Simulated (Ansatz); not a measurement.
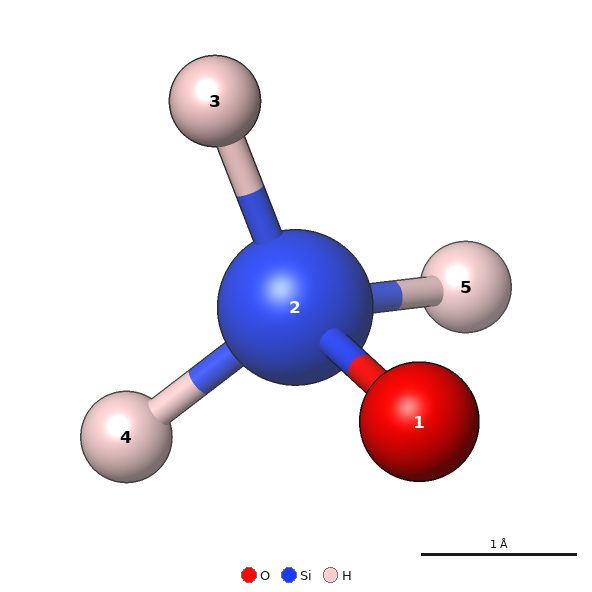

Orthographic view. Distant atoms are faded towards the background colour. The species is neutral and a spin doublet. The computed structure is the end point of a PBE0-D4/def2-TZVP optimisation.

Write a Z-matrix (Å, degrees) in the order of the atom numbers, with these reference atoms: 2 to 1; 3 to 2, 1; 4 to 2, 3, 1; 5 to 2, 4, 3.

```
O  
Si   1   1.657
H    2   1.485   1   112.5
H    2   1.485   3   110.2   1   126.3
H    2   1.493   4   110.5   3  -122.3
```
